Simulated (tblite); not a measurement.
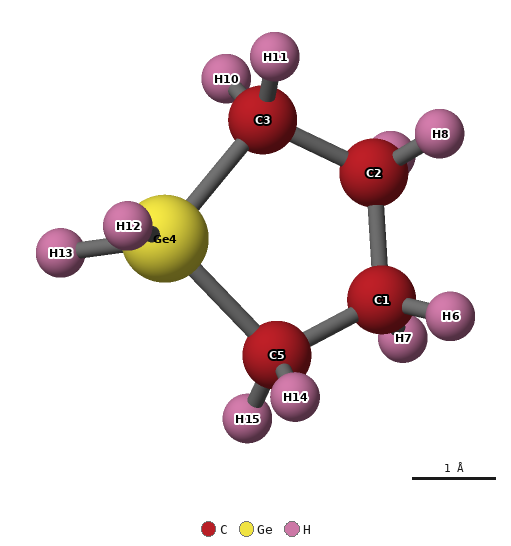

Fig. 1: The starting structure (ball-and-stick view, seen at a tilt; atoms are numbered from 1 in the order of the input). Sticks mark near contacts. Bond lengths as drawn: C–C 1.54 to 1.55 Å, C–Ge 1.98 Å, C–H 1.09 Å and Ge–H 1.51 Å.

**C₄H₁₀Ge: saddle-point search**

- system: C₄H₁₀Ge, SMILES C1C[CH2][GeH2][CH2]1
- method: GFN2-xTB saddle search (eigenvector following) and harmonic vibrations, gas phase (tblite 0.8.0)

## The input
```
{"job": {"xc": "GFN2-xTB", "basis": "xTB", "kind": "saddle"}, "charge": 0, "multiplicity": 1}
C     -0.979212    -0.920338    -0.148112
C     -1.209267     0.586735     0.147189
C      0.064631     1.441159     0.268944
Ge     1.614408     0.246641    -0.001442
C      0.490764    -1.356526    -0.266383
H     -1.498216    -1.171850    -1.073501
H     -1.456861    -1.499571     0.643783
H     -1.837294     0.997976    -0.643823
H     -1.779267     0.669920     1.072793
H      0.111022     1.916499     1.247956
H      0.055928     2.244543    -0.466078
H      2.477051     0.590837    -1.187844
H      2.548858     0.178524     1.178671
H      0.677199    -1.800483    -1.243585
H      0.720257    -2.124067     0.471431
```

The first line tells a small driver script what to run in tblite; the rest is the geometry in Å.

Hardware: 1 CPU thread, shared host.

Launched with:
```bash
OMP_NUM_THREADS=1 python <driver script> task.json out
```

## What the program printed
```
step      E/eV     max force
  0    -423.42834   0.0313
  1    -423.42863   0.0010
  2    -423.38636   0.8031
  3    -423.46566   0.0715
  4    -423.46712   0.0751
  5    -423.47628   0.2003
  6    -423.47071   0.0437
  7    -423.47728   0.0557
  8    -423.48380   0.0319
  9    -423.49223   0.0549
 10    -423.49957   0.0506
 11    -423.50608   0.0737
 12    -423.50863   0.0569
 13    -423.50917   0.0010
lowest wavenumbers (cm-1): -128.4 140.2 300.5 425.8 480.1 525.7
```

## Trajectory as extended XYZ (Å, eV, eV/Å), 12 frames, from step=0 to step=13
```
15
Properties=species:S:1:pos:R:3:forces:R:3 step=0 energy=-423.42834
C    -0.9792   -0.9203   -0.1481   -0.0120  -0.0070   0.0280
C    -1.2093    0.5867    0.1472    0.0160   0.0010  -0.0050
C     0.0646    1.4412    0.2689   -0.0070  -0.0070  -0.0030
Ge    1.6144    0.2466   -0.0014   -0.0060  -0.0040  -0.0020
C     0.4908   -1.3565   -0.2664    0.0100  -0.0080  -0.0040
H    -1.4982   -1.1719   -1.0735    0.0000   0.0040  -0.0080
H    -1.4569   -1.4996    0.6438    0.0060   0.0050  -0.0140
H    -1.8373    0.9980   -0.6438    0.0010   0.0050  -0.0010
H    -1.7793    0.6699    1.0728   -0.0060   0.0050   0.0100
H     0.1110    1.9165    1.2480   -0.0020   0.0020  -0.0020
H     0.0559    2.2445   -0.4661    0.0010   0.0030  -0.0070
H     2.4771    0.5908   -1.1878   -0.0050   0.0120   0.0090
H     2.5489    0.1785    1.1787   -0.0040  -0.0150  -0.0090
H     0.6772   -1.8005   -1.2436    0.0030   0.0000   0.0030
H     0.7203   -2.1241    0.4714    0.0060   0.0050   0.0060
15
Properties=species:S:1:pos:R:3:forces:R:3 step=1 energy=-423.42863
C    -0.9791   -0.9209   -0.1455    0.0000   0.0000   0.0000
C    -1.2091    0.5873    0.1447   -0.0010   0.0000   0.0000
C     0.0645    1.4408    0.2714    0.0000   0.0000   0.0000
Ge    1.6134    0.2467   -0.0037    0.0010   0.0000   0.0000
C     0.4911   -1.3569   -0.2669    0.0000  -0.0010   0.0000
H    -1.4999   -1.1744   -1.0696    0.0000   0.0000   0.0000
H    -1.4543   -1.4984    0.6483    0.0000   0.0000   0.0000
H    -1.8312    0.9976   -0.6516    0.0010   0.0000   0.0000
H    -1.7856    0.6744    1.0665    0.0000   0.0000  -0.0010
H     0.1090    1.9147    1.2511    0.0000   0.0000   0.0000
H     0.0578    2.2454   -0.4627    0.0000   0.0000   0.0010
H     2.4730    0.6055   -1.1874   -0.0010   0.0000   0.0000
H     2.5504    0.1633    1.1727    0.0000   0.0000  -0.0010
H     0.6756   -1.8055   -1.2421    0.0000   0.0000   0.0010
H     0.7242   -2.1197    0.4749    0.0000   0.0010   0.0000
15
Properties=species:S:1:pos:R:3:forces:R:3 step=2 energy=-423.38636
C    -0.9777   -0.9324   -0.0844    0.0510  -0.3090  -0.0470
C    -1.2077    0.5758    0.2058   -0.0420   0.3060   0.0720
C     0.0603    1.4679    0.1298   -0.1850   0.4850  -0.0550
Ge    1.6144    0.2412    0.0259    0.0060  -0.0100   0.0600
C     0.4871   -1.3308   -0.4087   -0.0400  -0.4640  -0.2370
H    -1.6319   -1.2327   -0.9205    0.2650   0.0530   0.3010
H    -1.3149   -1.4968    0.8014    0.1640   0.1420  -0.3420
H    -1.9659    0.9572   -0.4991    0.2860  -0.0800   0.2760
H    -1.6434    0.6574    1.2160    0.1790   0.0450  -0.3610
H     0.1126    2.1605    1.0021   -0.0810  -0.4850  -0.6350
H     0.0377    2.1094   -0.7846   -0.0310  -0.4550   0.6420
H     2.6285    0.6018   -1.0444   -0.1010  -0.0370   0.1130
H     2.4046    0.1134    1.3168   -0.0920   0.0110  -0.1290
H     0.5994   -1.5741   -1.4932   -0.1250   0.1610   0.7600
H     0.7845   -2.2461    0.1543   -0.2520   0.6370  -0.4190
15
Properties=species:S:1:pos:R:3:forces:R:3 step=3 energy=-423.46566
C    -0.9631   -0.9348   -0.0602   -0.0170  -0.0200   0.0010
C    -1.1984    0.5773    0.2023   -0.0020  -0.0270   0.0080
C     0.0586    1.4558    0.1061    0.0190  -0.0650   0.0150
Ge    1.6085    0.2340    0.0490    0.0000  -0.0080   0.0050
C     0.4777   -1.3081   -0.4425   -0.0140   0.0290   0.0330
H    -1.6430   -1.2684   -0.8475    0.0200  -0.0020   0.0420
H    -1.2381   -1.4817    0.8445    0.0310   0.0270  -0.0320
H    -1.9482    0.9484   -0.4971   -0.0120   0.0010  -0.0130
H    -1.6239    0.6808    1.2010   -0.0030   0.0080   0.0060
H     0.0989    2.1528    0.9385   -0.0040   0.0580   0.0350
H     0.0355    2.0543   -0.8026    0.0040   0.0140  -0.0700
H     2.6527    0.5962   -0.9746    0.0030  -0.0030   0.0150
H     2.3404    0.0853    1.3572   -0.0150  -0.0030   0.0020
H     0.5578   -1.4919   -1.5136   -0.0170   0.0350  -0.0280
H     0.7723   -2.2282    0.0567    0.0080  -0.0440  -0.0190
15
Properties=species:S:1:pos:R:3:forces:R:3 step=4 energy=-423.46712
C    -0.9691   -0.9293   -0.0907   -0.0050   0.0350   0.0230
C    -1.1925    0.5722    0.2348   -0.0280   0.0320   0.0060
C     0.0556    1.4571    0.0866   -0.0180   0.0040   0.0120
Ge    1.6080    0.2375    0.0528   -0.0050   0.0100   0.0080
C     0.4812   -1.3120   -0.4234    0.0090   0.0420   0.0220
H    -1.6128   -1.2144   -0.9227   -0.0230   0.0020  -0.0270
H    -1.2969   -1.5101    0.7713   -0.0100  -0.0220   0.0210
H    -1.9885    0.9599   -0.4065    0.0400  -0.0150   0.0600
H    -1.5540    0.6463    1.2637    0.0460  -0.0070  -0.0590
H     0.0991    2.1844    0.8960   -0.0080   0.0130  -0.0410
H     0.0194    2.0244   -0.8451   -0.0100  -0.0520   0.0050
H     2.6532    0.5859   -0.9742    0.0060  -0.0010   0.0150
H     2.3376    0.1091    1.3641   -0.0140  -0.0040   0.0070
H     0.5830   -1.5167   -1.4878    0.0100   0.0090  -0.0590
H     0.7643   -2.2225    0.0985    0.0090  -0.0450   0.0060
15
Properties=species:S:1:pos:R:3:forces:R:3 step=5 energy=-423.47628
C    -0.9638   -0.9323   -0.0669    0.0350  -0.0140  -0.0040
C    -1.1904    0.5712    0.2380    0.0090   0.0680   0.0060
C     0.0563    1.4545    0.0662   -0.0270   0.1580  -0.0110
Ge    1.6067    0.2310    0.0785    0.0020   0.0070   0.0050
C     0.4777   -1.2993   -0.4535    0.0370  -0.1150  -0.0610
H    -1.6391   -1.2431   -0.8646   -0.0170  -0.0100  -0.0130
H    -1.2437   -1.5007    0.8203    0.0030  -0.0160   0.0170
H    -1.9920    0.9499   -0.4003    0.0230  -0.0050   0.0390
H    -1.5414    0.6581    1.2687    0.0320   0.0030  -0.0360
H     0.0902    2.2203    0.8473   -0.0120  -0.1130  -0.1650
H     0.0245    1.9830   -0.8947    0.0040  -0.1180   0.1570
H     2.6892    0.5825   -0.9107   -0.0110  -0.0080   0.0350
H     2.2882    0.0833    1.4156   -0.0300  -0.0010  -0.0200
H     0.5571   -1.4409   -1.5370   -0.0080   0.0380   0.1420
H     0.7683   -2.2456    0.0103   -0.0400   0.1240  -0.0920
15
Properties=species:S:1:pos:R:3:forces:R:3 step=7 energy=-423.47728
C    -0.9645   -0.9328   -0.0676   -0.0050  -0.0140   0.0040
C    -1.1910    0.5724    0.2358   -0.0070   0.0100   0.0130
C     0.0567    1.4533    0.0716   -0.0100   0.0320  -0.0140
Ge    1.6068    0.2313    0.0792   -0.0020  -0.0020   0.0060
C     0.4782   -1.2996   -0.4500   -0.0010  -0.0230  -0.0190
H    -1.6388   -1.2445   -0.8679    0.0140   0.0070   0.0250
H    -1.2474   -1.5015    0.8203    0.0140   0.0120  -0.0200
H    -1.9881    0.9530   -0.4064    0.0140  -0.0110   0.0290
H    -1.5471    0.6599    1.2640    0.0210  -0.0020  -0.0160
H     0.0883    2.2155    0.8496   -0.0030  -0.0170  -0.0530
H     0.0284    1.9792   -0.8852    0.0000  -0.0370   0.0220
H     2.6794    0.5845   -0.9179    0.0060  -0.0040   0.0230
H     2.2992    0.0843    1.4085   -0.0200  -0.0030   0.0070
H     0.5606   -1.4405   -1.5297   -0.0080   0.0220   0.0320
H     0.7670   -2.2427    0.0130   -0.0110   0.0310  -0.0370
15
Properties=species:S:1:pos:R:3:forces:R:3 step=8 energy=-423.48380
C    -0.9603   -0.9347   -0.0547    0.0000  -0.0090   0.0020
C    -1.1894    0.5721    0.2371    0.0020  -0.0010   0.0040
C     0.0572    1.4511    0.0600    0.0000   0.0050  -0.0080
Ge    1.6053    0.2274    0.0916    0.0000  -0.0020   0.0060
C     0.4757   -1.2918   -0.4663   -0.0020  -0.0100  -0.0130
H    -1.6508   -1.2609   -0.8347    0.0050   0.0000   0.0180
H    -1.2160   -1.4956    0.8459    0.0140   0.0060  -0.0060
H    -1.9889    0.9469   -0.4042   -0.0040  -0.0020   0.0110
H    -1.5409    0.6672    1.2654    0.0110   0.0000   0.0060
H     0.0849    2.2290    0.8208   -0.0020   0.0050  -0.0240
H     0.0316    1.9555   -0.9072    0.0000  -0.0180  -0.0080
H     2.6982    0.5811   -0.8826    0.0070  -0.0030   0.0200
H     2.2691    0.0710    1.4340   -0.0180  -0.0040   0.0090
H     0.5446   -1.3973   -1.5506   -0.0070   0.0200   0.0120
H     0.7677   -2.2489   -0.0372   -0.0060   0.0140  -0.0280
15
Properties=species:S:1:pos:R:3:forces:R:3 step=9 energy=-423.49223
C    -0.9563   -0.9359   -0.0445    0.0060  -0.0150   0.0000
C    -1.1857    0.5707    0.2461    0.0030   0.0110   0.0050
C     0.0569    1.4487    0.0397   -0.0040   0.0290  -0.0120
Ge    1.6030    0.2236    0.1087    0.0040  -0.0010   0.0040
C     0.4734   -1.2822   -0.4851    0.0020  -0.0250  -0.0230
H    -1.6617   -1.2709   -0.8075    0.0070   0.0000   0.0180
H    -1.1868   -1.4944    0.8645    0.0140   0.0060  -0.0100
H    -1.9996    0.9421   -0.3794    0.0030  -0.0030   0.0140
H    -1.5146    0.6689    1.2820    0.0130   0.0020  -0.0050
H     0.0799    2.2550    0.7719   -0.0030  -0.0220  -0.0460
H     0.0313    1.9165   -0.9473    0.0000  -0.0320   0.0260
H     2.7247    0.5758   -0.8336   -0.0010  -0.0050   0.0260
H     2.2258    0.0569    1.4702   -0.0220  -0.0030  -0.0040
H     0.5296   -1.3471   -1.5743   -0.0080   0.0190   0.0400
H     0.7676   -2.2557   -0.0942   -0.0140   0.0390  -0.0360
15
Properties=species:S:1:pos:R:3:forces:R:3 step=10 energy=-423.49957
C    -0.9516   -0.9370   -0.0346    0.0040  -0.0170   0.0010
C    -1.1813    0.5695    0.2548    0.0010   0.0130   0.0070
C     0.0568    1.4458    0.0188   -0.0070   0.0280  -0.0080
Ge    1.5999    0.2200    0.1241    0.0080   0.0000   0.0040
C     0.4711   -1.2719   -0.5042    0.0000  -0.0260  -0.0180
H    -1.6718   -1.2812   -0.7798    0.0120   0.0020   0.0190
H    -1.1559   -1.4932    0.8824    0.0130   0.0090  -0.0170
H    -2.0095    0.9377   -0.3541    0.0090  -0.0040   0.0150
H    -1.4868    0.6715    1.2979    0.0130   0.0020  -0.0130
H     0.0757    2.2773    0.7221   -0.0040  -0.0240  -0.0420
H     0.0302    1.8774   -0.9848    0.0000  -0.0300   0.0300
H     2.7512    0.5702   -0.7830   -0.0070  -0.0060   0.0250
H     2.1781    0.0424    1.5042   -0.0210  -0.0010  -0.0120
H     0.5140   -1.2979   -1.5959   -0.0080   0.0160   0.0420
H     0.7672   -2.2587   -0.1507   -0.0130   0.0370  -0.0320
15
Properties=species:S:1:pos:R:3:forces:R:3 step=11 energy=-423.50608
C    -0.9450   -0.9383   -0.0219    0.0060  -0.0220  -0.0020
C    -1.1751    0.5681    0.2662    0.0010   0.0200   0.0060
C     0.0568    1.4414   -0.0076   -0.0100   0.0470  -0.0110
Ge    1.5958    0.2154    0.1437    0.0120   0.0010   0.0010
C     0.4681   -1.2583   -0.5278    0.0030  -0.0430  -0.0300
H    -1.6827   -1.2934   -0.7447    0.0150   0.0040   0.0190
H    -1.1167   -1.4919    0.9038    0.0110   0.0110  -0.0240
H    -2.0207    0.9321   -0.3212    0.0150  -0.0050   0.0150
H    -1.4507    0.6750    1.3176    0.0110   0.0030  -0.0230
H     0.0699    2.3048    0.6575   -0.0040  -0.0480  -0.0510
H     0.0287    1.8254   -1.0315    0.0010  -0.0330   0.0610
H     2.7828    0.5625   -0.7179   -0.0150  -0.0070   0.0230
H     2.1164    0.0246    1.5453   -0.0200   0.0020  -0.0240
H     0.4938   -1.2341   -1.6212   -0.0060   0.0070   0.0720
H     0.7661   -2.2615   -0.2230   -0.0210   0.0630  -0.0320
15
Properties=species:S:1:pos:R:3:forces:R:3 step=13 energy=-423.50917
C    -0.9371   -0.9391   -0.0108    0.0000   0.0000   0.0000
C    -1.1665    0.5668    0.2794    0.0000   0.0000   0.0000
C     0.0566    1.4359   -0.0353    0.0000   0.0000   0.0000
Ge    1.5908    0.2117    0.1606   -0.0010   0.0000   0.0000
C     0.4653   -1.2437   -0.5503    0.0000   0.0000   0.0000
H    -1.6899   -1.3025   -0.7127    0.0000   0.0000   0.0000
H    -1.0781   -1.4920    0.9197    0.0000   0.0000   0.0000
H    -2.0303    0.9273   -0.2821    0.0000   0.0000   0.0000
H    -1.4075    0.6782    1.3381    0.0000   0.0000   0.0000
H     0.0643    2.3278    0.5870    0.0000   0.0000   0.0000
H     0.0245    1.7685   -1.0748    0.0000   0.0000   0.0000
H     2.8130    0.5536   -0.6484    0.0000   0.0000   0.0000
H     2.0457    0.0082    1.5806    0.0000   0.0000   0.0010
H     0.4732   -1.1711   -1.6398    0.0000   0.0000   0.0000
H     0.7635   -2.2577   -0.2940    0.0000   0.0000   0.0000
```

## Key numbers

- outcome: converged
- total energy: −423.5092 eV
- point group: Cs
- wall time: 3 s
- peak memory: 0.19 GiB
